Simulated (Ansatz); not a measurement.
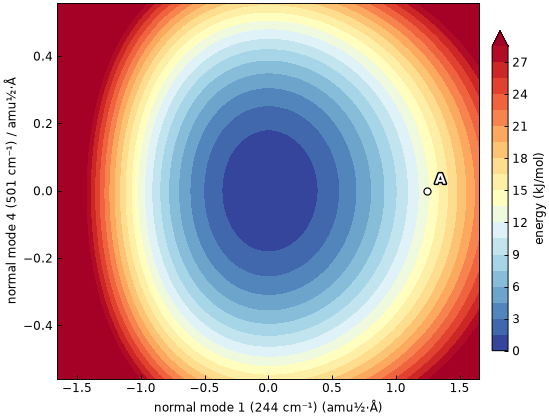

H₂TeZn, SMILES [ZnH][TeH]. 
- First axis: normal mode 1 (244 cm⁻¹). Second axis: normal mode 4 (501 cm⁻¹).
- Nothing is relaxed (straight displacements along the two mass-weighted modes).
- Grid: 9 × 9 points.
- Points are written as (first, second).
- Energies are in kJ/mol, from the relaxed molecule at the same level.
- Theory: RKS r2SCAN0-D4/def2-TZVP in Ansatz 0.2.0.

The picture shows filled contours, one colour for all values above the top of the scale, the point A. Between grid points the surface is interpolated.

> Is A at rest? If not, where is it pushed?

A, at (1.24 amu½·Å, 0.00 amu½·Å), is not a stationary point. The computed force is 19 kJ/mol for each amu½·Å towards smaller values of normal mode 1 (244 cm⁻¹) and nearly zero along normal mode 4 (501 cm⁻¹).
